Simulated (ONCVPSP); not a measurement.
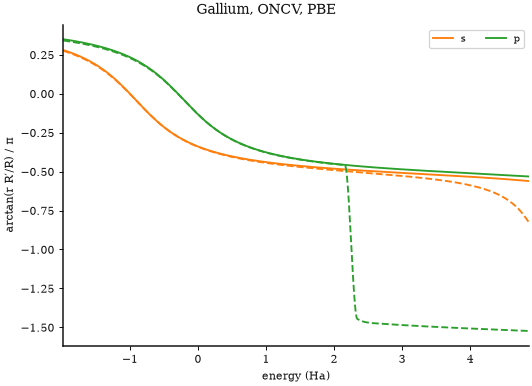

Unwrapped phase arctan(r R′/R) in units of π against energy, all-electron (solid) and pseudo (dashed); the pseudo phase is matched to the all-electron one at the reference energy. Here R(r) is the radial function. A near-vertical step is a level narrower than the spacing of the points behind the curves. Not drawn: d: not judged; f: not judged.

- Range over which the phases agree within 0.05 rad: s: up to about 2.7 Ha; p: up to about 2.3 Ha.
- Ghost states: Going away from the reference energies, the phases part by more than π/2 in: p at about 2.3 Ha (above its reference energy, pseudo phase lower, at the flagged ghost). Such a step is either a state that only one of the two atoms has or an ordinary level shifted in energy. The separate test gives: no bound ghost flagged; GHOST(+) flagged for p at 63.7 eV (flags above 300 eV left out).

## Run report: Ga, pseudopotential generation

- system: gallium (Ga, Z = 31), core [Ar] 3d10, reference valence 4s2 (an ion of charge +1), valence charge 3.
- method: ONCV potential, PBE, scalar-relativistic, made with ONCVPSP 4.0.1

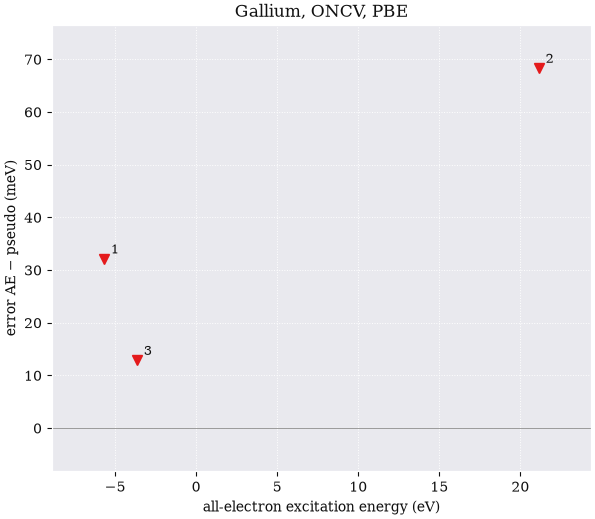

Errors, all-electron minus pseudo, of the energies of valence configurations relative to the unpolarised reference 4s2. Points: 1 = 4s2 4p1; 2 = 4s1; 3 = 4s2 4p0.5. Not all tests gave a result: 1 of 4 tests not solved.

- Worst configuration: 4s1 (charge +2): the error is +68 meV on an all-electron energy of +21.13 eV relative to the reference, or 0.32 %.
- Errors in meV: 4s2 4p1: +32; 4s1: +68; 4s2 4p0.5: +13.
- Configurations within 10 meV and within 50 meV: 0 and 2 of 3.

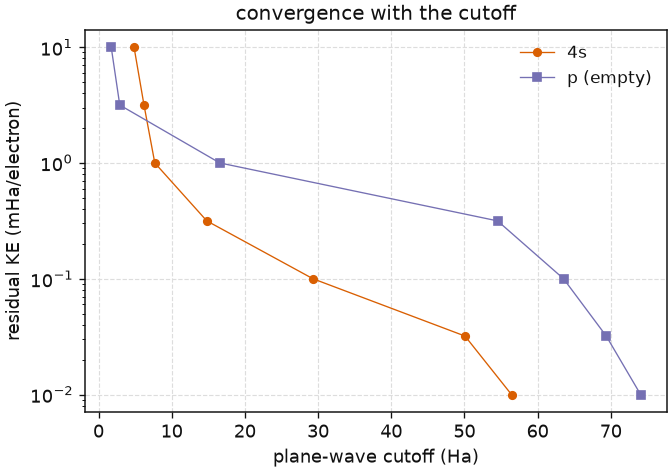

Residual kinetic energy of the pseudo-waves (the first of each channel, and further valence shells) beyond the plane-wave cutoff, as the generator prints it.

- Cutoffs for 1 mHa per electron: p (empty): 17 Ha; 4s: 7.7 Ha.
- Cutoffs for the occupied states: 7.7 Ha for 1 mHa and 29 Ha for 0.1 mHa per electron. The first is set by 4s.
- Hardest wave at 1 mHa per electron: p (empty), with rc = 1.65 bohr and qcut = 4.3 1/bohr. The optimisation minimises, but can't always remove, the kinetic energy above qcut²/2 = 9.2 Ha, and a larger rc would as a rule soften the wave at some cost in transferability.

Input and output of the run follow.

### The input
```
# ATOM AND REFERENCE CONFIGURATION
# atsym  z   nc   nv     iexc    psfile
  Ga 31.00    6    1        4      upf
#
#   n    l    f
    1    0    2.00
    2    0    2.00
    2    1    6.00
    3    0    2.00
    3    1    6.00
    3    2   10.00
    4    0    2.00
#
# PSEUDOPOTENTIAL AND OPTIMIZATION
# lmax
    1
#
#   l,   rc,      ep,       ncon, nbas, qcut
    0    1.65    0.00    4    8    3.70
    1    1.65    0.42    5    8    4.30
#
# LOCAL POTENTIAL
# lloc, lpopt,  rc(5),   dvloc0
    0    5    1.65    0.00
#
# VANDERBILT-KLEINMAN-BYLANDER PROJECTORs
# l, nproj, debl
    0    0    2.90
    1    2    2.60
#
# MODEL CORE CHARGE
# icmod, fcfact, rcfact
    0    0.00    0.00
#
# LOG DERIVATIVE ANALYSIS
# epsh1, epsh2, depsh
   -2.00    5.00    0.02
#
# OUTPUT GRID
# rlmax, drl
    6.00    0.01
#
# TEST CONFIGURATIONS
# ncnf
    4
# nvcnf
#   n    l    f
    2
    4    0    2.00
    4    1    1.00
#
    1
    4    0    1.00
#
    2
    4    0    2.00
    4    1    0.50
#
    2
    4    0    0.00
    4    1    3.00
#
```

Command:
```bash
oncvpsp.x < Ga.dat > Ga.out
```

### Output (extracts)
```
ONCVPSP  (Optimized Norm-Conservinng Vanderbilt PSeudopotential)
scalar-relativistic version 4.0.1

#   n    l    f        energy (Ha)
    1    0    2.00    -3.7625088E+02
    2    0    2.00    -4.6693471E+01
    2    1    6.00    -4.0685720E+01
    3    0    2.00    -5.7478412E+00
    3    1    6.00    -3.9374646E+00
    3    2   10.00    -1.0077564E+00
    4    0    2.00    -6.0019325E-01

Reference configufation results
  iterations    27
  all-electron total energy (Ha)   -1.94372876D+03

Begin loop to  construct optimized pseudo wave functions
and semi-local pseudopoentials for all angular momenta

Calculating optimized projector #   1

 for l=   0

    Fraction of norm inside rc  0.257694
    Optimizing pswf for qcut=   3.69 a_B^-1,  ecut=   6.82 Ha
    Residual kinetic energy error=  1.75D-03 Ha

    Energy error per electron        Cutoff
         Ha          eV             Ha
         0.01000     0.27211        4.85
         0.00100     0.02721        7.69
         0.00010     0.00272       29.30
         0.00001     0.00027       56.43

WARNING wellstate: moderately localized bound state found for n= 4 l=  1
WARNING scattering state with energy  0.05000000
WARNING will be used for the first projector

   Wellstate for l =  1  n =  5
     eigenvalue =   0.0500
     asymptotic potential =   0.5500
     half-point radius =  8.2195

   Wellstate for l =  1  n =  6
     eigenvalue =   2.6500
     asymptotic potential =   3.1500
     half-point radius =  3.3802

Calculating optimized projector #   1

 for l=   1

    Fraction of norm inside rc  0.061719
    Optimizing pswf for qcut=   4.30 a_B^-1,  ecut=   9.24 Ha
    Residual kinetic energy error=  1.36D-03 Ha

    Energy error per electron        Cutoff
         Ha          eV             Ha
         0.01000     0.27211        1.73
         0.00100     0.02721       16.57
         0.00010     0.00272       63.54
         0.00001     0.00027       74.07

Calculating optimized projector #   2

 for l=   1

    Fraction of norm inside rc  0.104689
    Optimizing pswf for qcut=   4.30 a_B^-1,  ecut=   9.24 Ha
    Residual kinetic energy error=  7.44D-02 Ha

    Energy error per electron        Cutoff
         Ha          eV             Ha
         0.01000     0.27211       45.83
         0.00100     0.02721       87.71
         0.00010     0.00272       99.16
         0.00001     0.00027      110.08

Construct Vanderbilt / Kleinmman-Bylander projectors

B matrix Hermiticity error, ll=   1
   1   2    7.8178E-05

  Orthonormal projector coefficients  3.3972E+01 -2.0487E+01

Pseudoatom total energy   -1.884048

Diagnostic tests using Vanderbilt-Kleinman-Bylander pseudopotentials
  1 or more projectors used as specified by nproj input data

   l    rcore       rmatch      e in        delta e   norm test  slope test

   0   1.6562013   1.7064872  -0.6001932  -0.0000015   1.0000011   0.9999886

   1   1.6562013   1.7064872   0.0500000   0.0000076   0.9999990   0.9999990
   1   1.6562013   1.7064872   2.6500000   0.0000125   1.0010131   1.0010131

 Testing for bound ghosts
   n   l    E NL Schr. Eq   E Basis Diag.   E Cutoff

   2   1       -0.333598       -0.293166    109.49

 Testing for highly-localized positive-energy ghosts
       l    <radius>/rc     E Basis Diag.   E Cutoff

       1        0.371788        2.341307    109.49  WARNING - GHOST(+)

       1        0.909213       37.716599    109.49  WARNING - GHOST(+)

       1        0.608354       74.863821    109.49  WARNING - GHOST(+)

Test configuration 0

   n   l     f        eae           eps        diff
   1   0  2.0000 -376.25088414
   2   0  2.0000  -46.69347132
   2   1  6.0000  -40.68571976
   3   0  2.0000   -5.74784119
   3   1  6.0000   -3.93746457
   3   2 10.0000   -1.00775638
   4   0  2.0000   -0.60019325   -0.60019471   -1.46D-06

    Total energies and differences
      AE_ref= -1.94372876D+03  AE_tst= -1.94372876D+03  dif=  0.00D+00
      PS_ref= -1.88404814D+00  PS_tst= -1.88404814D+00  dif= -4.88D-15
      PSP excitation error=  4.88D-15

Test configuration 1

   n   l     f        eae           eps        diff
   1   0  2.0000 -375.94425129
   2   0  2.0000  -46.38958798
   2   1  6.0000  -40.38149478
   3   0  2.0000   -5.44352838
   3   1  6.0000   -3.63301169
   3   2 10.0000   -0.70391502
   4   0  2.0000   -0.32885947   -0.32881305    4.64D-05
   4   1  1.0000   -0.09478380   -0.09618415   -1.40D-03

    Total energies and differences
      AE_ref= -1.94372876D+03  AE_tst= -1.94393780D+03  dif= -2.09D-01
      PS_ref= -1.88404814D+00  PS_tst= -2.09426461D+00  dif= -2.10D-01
      PSP excitation error=  1.18D-03

Test configuration 2

   n   l     f        eae           eps        diff
   1   0  2.0000 -376.70002363
   2   0  2.0000  -47.13262576
   2   1  6.0000  -41.12570041
   3   0  2.0000   -6.19075951
   3   1  6.0000   -4.38038008
   3   2 10.0000   -1.44638641
   4   0  1.0000   -0.95804225   -0.94971792    8.32D-03

    Total energies and differences
      AE_ref= -1.94372876D+03  AE_tst= -1.94295231D+03  dif=  7.76D-01
      PS_ref= -1.88404814D+00  PS_tst= -1.11010563D+00  dif=  7.74D-01
      PSP excitation error=  2.51D-03

Test configuration 3

   n   l     f        eae           eps        diff
   1   0  2.0000 -376.08603799
   2   0  2.0000  -46.53045542
   2   1  6.0000  -40.52248217
   3   0  2.0000   -5.58454472
   3   1  6.0000   -3.77408849
   3   2 10.0000   -0.84483076
   4   0  2.0000   -0.45671221   -0.45695226   -2.40D-04
   4   1  0.5000   -0.20660640   -0.20789087   -1.28D-03

    Total energies and differences
      AE_ref= -1.94372876D+03  AE_tst= -1.94386319D+03  dif= -1.34D-01
      PS_ref= -1.88404814D+00  PS_tst= -2.01894522D+00  dif= -1.35D-01
      PSP excitation error=  4.72D-04

Test configuration 4

psatom: WARNING lschvkbb convergence error n,l,iter=   2   1   2
ea(ii),et,emin,emax -9.996299E-01 -8.996669E-01 -8.996669E-01 -8.996669E-01
run_config: WARNING for fully non-local PS atom, stg. 2
 WARNING no output for configuration 5
```

### Summary

- outcome: generated, with a spurious state above the valence levels
- cutoffs needed: 7.7 Ha and 29 Ha (the cutoffs at which the residual kinetic energy of the hardest occupied pseudo-wave falls to 1 and 0.1 mHa per electron); the channels without a valence shell are harder: p needs 17 Ha for 1 mHa
- ghost test: no bound ghost flagged; GHOST(+) flagged for p at 63.7 eV (flags above 300 eV left out)
- configuration tests: 1 of 4 tests not solved
- largest excitation error among the tests solved: +68 meV (all-electron minus pseudo) for 4s1
- clearest signs, in the scattering phases, of states that the all-electron atom lacks: p near 2.3 Ha
- range over which the phases arctan(r R′/R) at the test radius agree within 0.05 rad (a looser test near the poles than one of phase shifts): s: up to about 2.7 Ha; p: up to about 2.3 Ha; d: not judged, local potential alone; f: not judged, local potential alone
- hardware: 1 CPU thread, shared host
- wall time: 2.8 s

### Notes

The scattering phases show a p state near 2.3 Ha, 2.3 Ha above the channel's reference energy, that the all-electron atom lacks; it spoils states at that energy. Warnings of the program, in the generation or the tests: wellstate: moderately localized bound state found for n= 4 l= 1; psatom: WARNING lschvkbb convergence error n,l,iter= 2 1 2.
